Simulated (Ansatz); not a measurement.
# An extra electron or hole in glassy 77ZrO2-23SiO2 (mol %) (90 atoms), part 2 of 4

Does an extra electron or hole in glassy 77ZrO2-23SiO2 (mol %) (90 atoms) stay spread out, or do the atoms trap it?

Ansatz 0.2.0; Kohn-Sham DFT, PBEsol, PAW (set soft_1), plane waves.

The cell: 23 Zr, 7 Si and 60 O. The quench rate of 50 K/ps is orders of magnitude faster than experiment. The network of bonds at the start is that of the classical potential that made the cell. Sampling is at Γ alone, for a cell whose shortest periodic width is 11 Å.

So far. Step 2 (Single point at the start): The r.m.s. force at the start is 0.76 eV/Å. Step 3 (Relaxation): The relaxation converged after 11 steps, 3.61 eV below its start, with a largest force component of 0.014 eV/Å.

## 4. Single point at the relaxed geometry

The electronic structure is read at the final geometry, in a run of its own.

input.yaml reads:

```yaml
crystal:
  lattice:
    - [10.55091, 0.0, 0.0]
    - [0.0, 10.55091, 0.0]
    - [0.0, 0.0, 10.55091]
  atoms:
    - { symbol: Zr, position: [0.12827, 0.67933, 0.19418] }
    - { symbol: Zr, position: [0.9727, 0.20195, 0.32116] }
    - { symbol: Zr, position: [0.27598, 0.51626, 0.49668] }
    - { symbol: Zr, position: [0.43034, 0.66429, 0.27531] }
    - { symbol: Zr, position: [0.07795, 0.9955, 0.10842] }
    - { symbol: Zr, position: [0.6413, 0.58781, 0.51954] }
    [... 78 atom lines left out ...]
    - { symbol: O, position: [0.28006, 0.773, 0.85181] }
    - { symbol: O, position: [0.92062, 0.36549, 0.91333] }
    - { symbol: O, position: [0.23259, 0.94711, 0.49517] }
    - { symbol: O, position: [0.5336, 0.5096, 0.68419] }
    - { symbol: O, position: [0.37234, 0.93397, 0.68466] }
    - { symbol: O, position: [0.08865, 0.99844, 0.76578] }
kpoints:
  mp_grid: { grid: [1, 1, 1] }
hamiltonian:
  xc: pbesol
  pseudopotentials: { kind: paw, azcp: { folder: soft_1 }, xc_functional: pbe }
scf:
  occupations: { method: fixed }
output:
  forces: true
  stress: true
  populations: true
  dos:
    method: { smearing: { sigma: 0.1 } }
    de: 0.1
    projected: { site_lists: { O: [O], Si: [Si], Zr: [Zr] } }
  eigenvalues: true
  write_density: true
  write_potential: true
  volumetric_format: npy
  elf: true
```

On the command line:

```bash
ansatz run input.yaml --threads 4 --pin off --max-ram 8192MiB --backend cpu --events-out ev --progress --plain --runs-dir out
```

Numbers of over 12 decimals in the logs are rounded to 6 here.

What it wrote:

```text
[...]
Crystal: 90 atoms, lattice volume = 1174.545 Å³
Basis set: ecut = 420 eV, 22983 PW (Γ), exchange–correlation on 144×144×144 points (8 copies of the dense FFT grid, shifted against one another)
Bands: 422, of which v1, the nominal top of the filled ones, is band 332 counted from 1 (331 counted from 0)
Symmetry: 1 space group operations
[...]
k-points: 1
[...]
SCF iter   1: F=—  HF=-133121.991038 eV  |F-HF|=—  |Δ(HF+E_count)|=         —  Δρ=6.35e-2  dr2=1.13e2  ethr=3.10e-3  ⟨swp⟩=5.0  Hψ=1304  notcnv=0  defer=88
[...]
SCF iter  14: F=-133094.573974 eV  HF=-133094.573974 eV  |F-HF|=2.85e-8  |Δ(HF+E_count)|=   4.06e-7  Δρ=2.44e-6  dr2=8.90e-8  ethr=1.51e-11  ⟨swp⟩=20.0  Hψ=3822  notcnv=0
SCF 1 converged in 14 iterations: F = -133094.573974 eV  dr2 = 8.90e-8
[...]
SCF converged after 14 iterations
Free energy (F): -133094.573974 eV
[...]
Internal energy: -133094.573974 eV  (E = F + TS)
E sigma→0 (E₀):  -133094.573974 eV
Fermi energy:    7.278121 eV
[...]
--- Forces (eV/Å), atoms counted from 1 ---
  atom   1  Zr     0.00337687    -0.00041663     0.00559596
  atom   2  Zr    -0.01191370    -0.00634846     0.00542261
  atom   3  Zr     0.00125763     0.00770942     0.00394613
  atom   4  Zr     0.00297576     0.00299206     0.00056641
  atom   5  Zr    -0.01256729    -0.00301879    -0.00042186
  atom   6  Zr     0.00219220    -0.00089823    -0.00136199
  atom   7  Zr    -0.00310585     0.00655884    -0.00351185
  atom   8  Zr    -0.00844171     0.00084469    -0.00733968
  atom   9  Zr    -0.00359506    -0.00098858     0.00216331
  atom  10  Zr    -0.00389385    -0.00163185    -0.00701035
  atom  11  Zr     0.00162084     0.00444398     0.00049209
  atom  12  Zr     0.00395983     0.00587881     0.00317254
  atom  13  Zr     0.00596960    -0.00211457    -0.00557339
  atom  14  Zr    -0.00115091     0.00336281     0.00210794
[...]
atom  89  O      0.00212051     0.00161725     0.00149386
  atom  90  O      0.00155239     0.00023355     0.00045805
  max |Σ_I F_I| component: 2.08e-4 eV/Å
--- Stress (GPa, compression-positive) ---
       -0.457323       1.193631       1.550799
        1.193632      -2.255595       0.939150
        1.550799       0.939150      -1.958395
  P = ⅓ Tr σ = -1.5571 GPa (-15.571 kbar)
--- Band table (eV) ---
[...]
--- Löwdin populations: 90 sites ---
  site symbol       q [e]
     0     Zr     10.5695
     1     Zr     10.4977
     2     Zr     10.4746
[...]
89      O      6.6139
  spilling = 0.005968 (of n_electrons = 664.000000)
```

It took 33 s on 4 threads of Arm Neoverse V1, shared host; peak memory 1.6 GiB; 2.1 min of CPU time.

Numbers from this run:

```
free energy                                      : -133094.5740 eV
free energy per atom                             : -1478.8286 eV/atom
SCF cycles                                       : 14
pressure                                         : -1.557 GPa
r.m.s. force component                           : 0.00402 eV/Å
longest force                                    : 0.01752 eV/Å
Fermi energy                                     : 7.278 eV
gap (highest filled to lowest empty level) : 3.758 eV
spilling of the projection                       : 0.005968
```

Löwdin charges by element and coordination (they lack the spilled electrons, 0.044 e an atom on average):

```csv
element,coordination,atoms,mean charge (e),spread,least,most
O,all,60,-0.679,0.0425,-0.754,-0.585
O,2,14,-0.679,0.0505,-0.749,-0.585
O,3,40,-0.68,0.0414,-0.754,-0.602
O,4,6,-0.676,0.0249,-0.725,-0.651
Si,all,7,1.59,0.0251,1.56,1.63
Zr,all,23,1.46,0.0354,1.39,1.53
Zr,5,4,1.48,0.0319,1.44,1.53
Zr,6,10,1.46,0.0396,1.40,1.52
Zr,7,8,1.45,0.0294,1.39,1.50
Zr,8,1,1.48,0,1.48,1.48
```

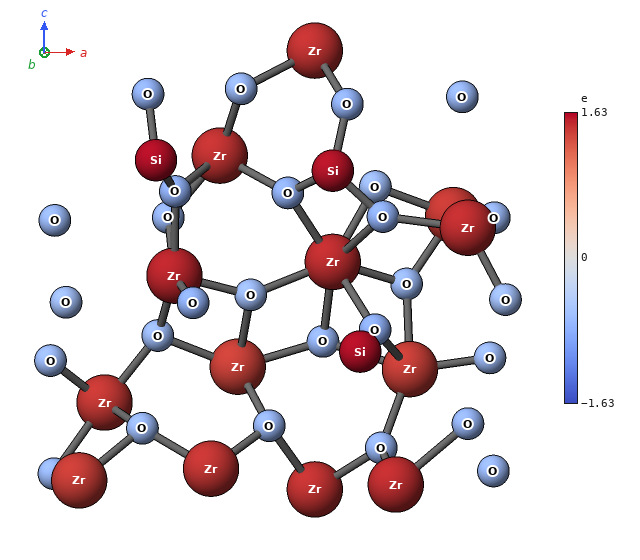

Atoms coloured by Löwdin charge. Drawn is a slice 4 Å thick, seen along the normal of the ac plane. Bonds to atoms that aren't drawn are left out.

Density of states as counts of states in windows of 1 eV (from the Fermi level), total and the larger projections:

```csv
from (eV),to (eV),total,O p,Zr d
-14,-9,0.0,0.0,0.0
-9,-8,1.6,1.0,0.0
-8,-7,2.3,1.5,0.1
-7,-6,9.9,6.3,0.8
-6,-5,13.3,9.4,1.7
-5,-4,43.8,31.2,7.8
-4,-3,69.6,52.3,13.1
-3,-2,72.5,59.2,9.3
-2,-1,82.2,72.5,6.3
-1,0,63.6,59.2,2.7
0,1,1.2,1.1,0.0
1,3,0.0,0.0,0.0
3,4,8.3,1.0,6.8
4,5,55.1,6.2,44.6
```

With fixed occupations the program's Fermi level is the highest filled level; weight inside the gap is the broadening of levels at its edges.

Between -26 and -14 eV lie 228 more states.

The stored curve holds about 588 of the 664 electrons; the rest, give or take the few that broadening carries across the Fermi level, lie in deeper levels below its range.

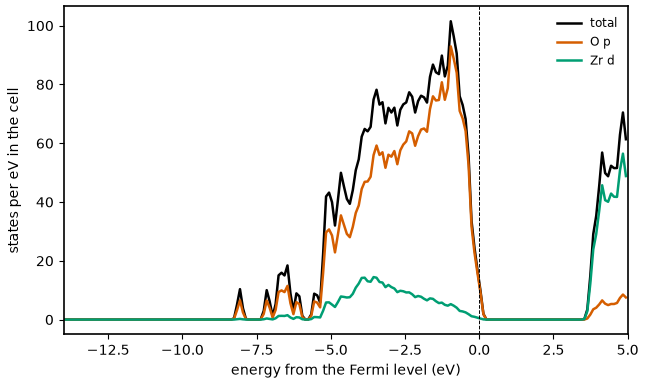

Total and projected density of states, with the broadening of the input.

The levels nearest the highest filled one (over half full), pooled over k-points and spins:

```csv
level less the highest filled one (eV),occupation
-0.358,2
-0.323,2
-0.309,2
-0.180,2
-0.139,2
0,2
3.76,0
3.87,0
3.88,0
3.95,0
4.03,0
4.07,0
```

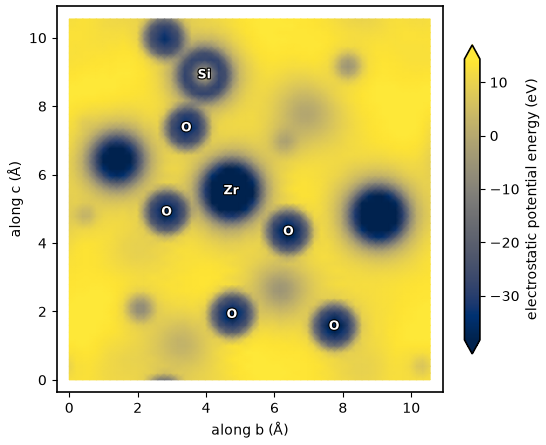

Electrostatic potential energy in the bc plane at fractional x = 0.079, with atoms of Zr and Si and O within 0.2 Å of it. With pseudopotentials it is smooth inside the atoms' cores, unlike the true potential. The map starts off the cell's origin, so that atoms lie inside it.

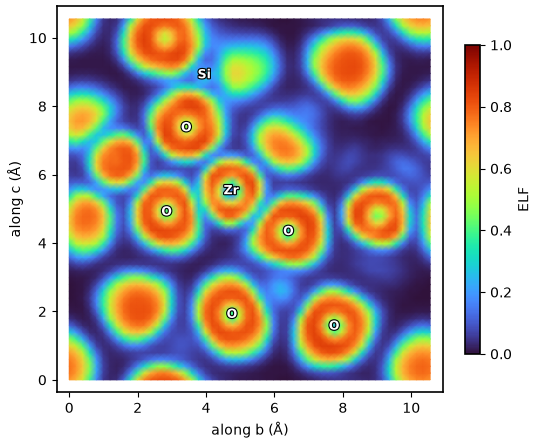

ELF in the bc plane at fractional x = 0.079, with atoms of Zr and Si and O within 0.2 Å of it. It is the smooth field of the valence electrons, not physical close to the nuclei. The map starts off the cell's origin, so that atoms lie inside it.

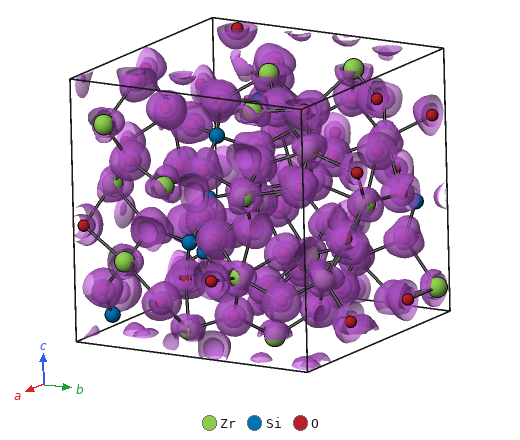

Surface of ELF = 0.78. Bonds to atoms that aren't drawn are left out.

Between filled and empty levels lie 3.76 eV (at Γ alone); a semilocal functional tends to put such gaps too low. In a disordered cell it changes from sample to sample, and tail or defect levels can set it. Mean Löwdin charges: O -0.68, Si +1.59, Zr +1.46 e (they miss 0.60 % of the electrons, so they add up to more than the cell's charge). The largest share in the top eV of filled states is O p (94 % of the projected weight), and in the lowest eV of empty states Zr d (83 % of the projected weight).

## 5. An extra electron, atoms held

The electron count changes by one with the atoms held: a vertical process, on a uniform background, with spin and a narrow Fermi–Dirac smearing. Its energy against the neutral cell hangs on the program's zero of potential.

input.yaml reads:

```yaml
crystal:
  lattice:
    - [10.55091, 0.0, 0.0]
    - [0.0, 10.55091, 0.0]
    - [0.0, 0.0, 10.55091]
  atoms:
    [... the 90 atom lines of step 4 ...]
total_charge: -1
kpoints:
  mp_grid: { grid: [1, 1, 1] }
hamiltonian:
  xc: pbesol
  pseudopotentials: { kind: paw, azcp: { folder: soft_1 }, xc_functional: pbe }
scf:
  occupations: { method: fermi_dirac, width: 0.01 }
  lower_state_search: "off"
output:
  forces: true
  stress: true
  populations: true
  dos:
    method: { smearing: { sigma: 0.1 } }
    de: 0.1
    projected: { site_lists: { O: [O], Si: [Si], Zr: [Zr] } }
  eigenvalues: true
  write_density: true
  write_potential: true
  volumetric_format: npy
magnetization:
  spin_polarized: true
  initial_magnetization: 1
```

What it wrote:

```text
[...]
Crystal: 90 atoms, lattice volume = 1174.545 Å³
Basis set: ecut = 420 eV, 22983 PW (Γ), exchange–correlation on 144×144×144 points (8 copies of the dense FFT grid, shifted against one another)
Bands: 423, of which v1, the nominal top of the filled ones, is band 333 counted from 1 (332 counted from 0)
Symmetry: 1 space group operations
[...]
k-points: 1
[...]
Starting moments: Σ|m| = 1 μB on 90 of 90 sites
[...]
SCF iter   1: F=—  HF=-133110.369569 eV  |F-HF|=—  |Δ(HF+E_count)|=         —  Δρ=3.14e-2 (↑3.14e-2 ↓3.12e-2)  dr2=1.13e2  dr2_m=9.10e-2  M=1.000 μB ∫|m|=1.053 μB  β_m=1.00  ethr=3.10e-3  ⟨swp⟩=6.0  Hψ=3106  notcnv=0  defer=140
[...]
spin=Collinear: Resta preconditioning applied to the charge; magnetization (m = ρ↑ − ρ↓) channel mixes plain (no charge-response kernel on spin).
SCF iter   2: F=—  HF=-133097.024492 eV  |F-HF|=—  |Δ(HF+E_count)|=         —  Δρ=2.22e-2 (↑2.22e-2 ↓2.22e-2)  dr2=5.36e1  dr2_m=1.51e-2  M=1.000 μB ∫|m|=1.078 μB  β_m=0.30  ethr=3.10e-3  ⟨swp⟩=3.0  Hψ=1349  notcnv=0  defer=165
[...]
SCF iter   7: F=—  HF=-133083.441118 eV  |F-HF|=—  |Δ(HF+E_count)|=   2.34e-2  Δρ=1.48e-3 (↑1.48e-3 ↓1.44e-3)  dr2=1.01e-1  dr2_m=7.01e-3  M=0.964 μB ∫|m|=1.030 μB  β_m=0.30  ethr=5.68e-5  ⟨swp⟩=4.0  Hψ=1009  notcnv=0  defer=151
[...]
spin-set hold released at iteration 7 (site moments contracting): the magnetisation degrees of freedom join the quasi-Newton model from the next iteration; the mixer history was flushed
SCF iter   8: F=—  HF=-133083.456577 eV  |F-HF|=—  |Δ(HF+E_count)|=   1.55e-2  Δρ=1.21e-3 (↑1.21e-3 ↓1.09e-3)  dr2=6.75e-2  dr2_m=4.80e-3  M=0.975 μB ∫|m|=1.049 μB  β_m=0.65  ethr=1.52e-5  ⟨swp⟩=3.0  Hψ=726  notcnv=0  defer=151
SCF iter   9: F=—  HF=-133083.498928 eV  |F-HF|=—  |Δ(HF+E_count)|=   4.24e-2  Δρ=6.24e-4 (↑6.24e-4 ↓3.51e-4)  dr2=2.53e-2  dr2_m=6.56e-4  M=0.998 μB ∫|m|=1.107 μB  β_m=0.59  ethr=1.01e-5  ⟨swp⟩=5.5  Hψ=1441  notcnv=0  defer=151
[...]
SCF iter  19: F=-133083.508348 eV  HF=-133083.508348 eV  |F-HF|=1.72e-9  |Δ(HF+E_count)|=   1.44e-8  Δρ=5.95e-7 (↑5.95e-7 ↓3.35e-7)  dr2=1.55e-8  dr2_m=9.38e-10  M=0.999 μB ∫|m|=1.117 μB  β_m=0.80  ethr=1.50e-11  ⟨swp⟩=8.0  Hψ=4609  notcnv=0
SCF iter  20: F=-133083.508348 eV  HF=-133083.508348 eV  |F-HF|=2.91e-10  |Δ(HF+E_count)|=   7.36e-9  Δρ=2.35e-7 (↑2.35e-7 ↓2.23e-7)  dr2=3.85e-9  dr2_m=9.02e-11  M=0.999 μB ∫|m|=1.117 μB  ethr=2.33e-12  ⟨swp⟩=5.0  Hψ=4394  notcnv=0
SCF 1 converged in 20 iterations: F = -133083.508348 eV  dr2 = 3.85e-9
[...]
SCF converged after 20 iterations
Magnetization: 0.9987 μB (332.9994 up, 332.0006 down)
Absolute magnetization: 1.1252 μB (∫|ρ↑−ρ↓|, with the PAW one-centre terms)
[...]
Per-site moments (μB) at R_I (Å): [(0.012140, 0.816888), (0.030979, 0.798611), (0.011823, 0.810663), (0.00322797, 0.845398), (0.034711, 0.818322), [...]
Free energy (F): -133083.508348 eV
[...]
Internal energy: -133083.505994 eV  (E = F + TS)
E sigma→0 (E₀):  -133083.507171 eV
Entropy (-TS):   -0.002354 eV (-0.026 meV/atom)
Fermi energy:    11.126890 eV
[...]
Σ components = -133083.508348   (vs F -133083.508348, Δ=0.00e0)
--- Forces (eV/Å), atoms counted from 1 ---
  atom   1  Zr     0.03009663    -0.13902471    -0.26899455
  atom   2  Zr    -0.02821457    -0.00841050    -0.23683689
  atom   3  Zr     0.05508226     0.22139609     0.21024069
  atom   4  Zr    -0.05195737    -0.06206455    -0.16949334
[...]
atom  90  O      0.10988455    -0.14315735    -0.21131478
  max |Σ_I F_I| component: 2.02e-5 eV/Å
--- Stress (GPa, compression-positive) ---
       -0.551995       1.226869       1.481396
        1.226870      -2.187569       0.924814
        1.481395       0.924813      -2.177532
  P = ⅓ Tr σ = -1.6390 GPa (-16.390 kbar)
--- Band table (eV) ---
[...]
--- Löwdin populations: 90 sites ---
  site symbol       q [e]    m [muB]
     0     Zr     10.5956     0.0363
     1     Zr     10.5465     0.0894
     2     Zr     10.4991     0.0316
[...]
89      O      6.6212    -0.0014
  spilling = 0.006001 (of n_electrons = 665.000000)
```

The job ended after 84 s (4 threads; peak memory 2.7 GiB).

An extra electron, atoms held: the energy stands 11.1 eV above that of the reference, with a moment of 1.00 μB.

The levels nearest the highest filled one (over half full), pooled over k-points and spins:

```csv
level less the highest filled one (eV),occupation
-3.97,1
-3.83,1
-3.83,1
0,0.976
0.0761,0.02
0.0956,0.003
0.111,0.001
0.148,0
```

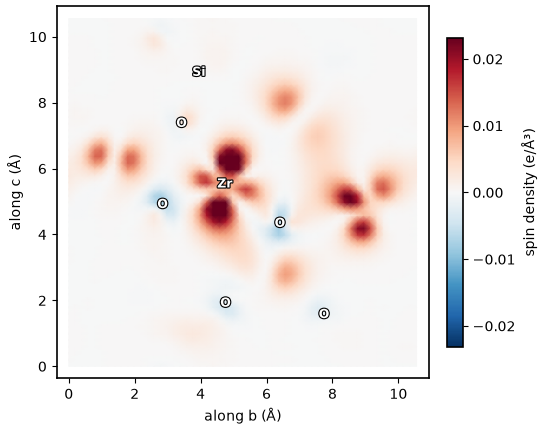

Spin density in the bc plane at fractional x = 0.079, with atoms of Zr and Si and O within 0.2 Å of it. The map starts off the cell's origin, so that atoms lie inside it.

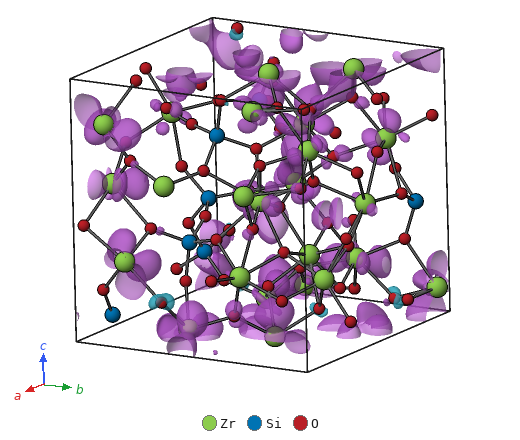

Surfaces of spin density = ±0.0049 e/Å³, which hold about 50 % of the integral of its size. The two colours are the two signs. Bonds to atoms that aren't drawn are left out.

[end of part 2 of 4]

[Logs are printed without paths, hosts, clocks, repeated set-up lines and the standing remarks that a program may print on its own settings, such as how far it seeks lower states.]

[Hosts, paths, dates, database ids (printed as entryN), source tags and the programs' standing remarks are cut or masked in the printed files.]
